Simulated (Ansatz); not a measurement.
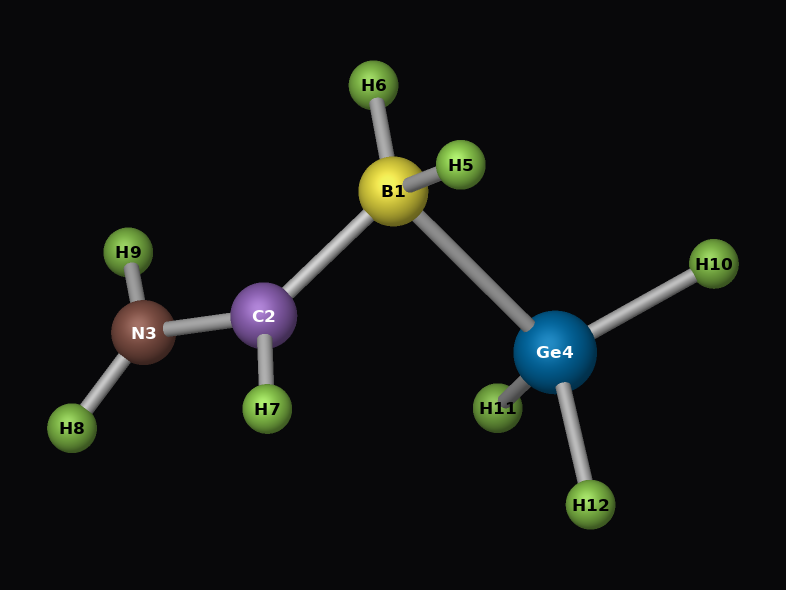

Atoms carry their numbers in the input. Computed geometry: PBE0-D4/def2-TZVP optimisation.

> Describe the coordination of atom 4.

Ge4 has 4 neighbours (B1 at 2.13, H10 at 1.54, H11 at 1.55, H12 at 1.55 Å); the arrangement is tetrahedral.

> How are the neighbours of atom 2 arranged?

C2 has 3 neighbours (B1 at 1.51, N3 at 1.32, H7 at 1.09 Å); the arrangement is trigonal planar.

> What is the geometry at N3?

N3 has 3 neighbours (C2 at 1.32, H8 at 1.01, H9 at 1.01 Å); the arrangement is trigonal planar.

> What is the dihedral angle Ge4–B1–C2–N3?

99° in size, that is about perpendicular.
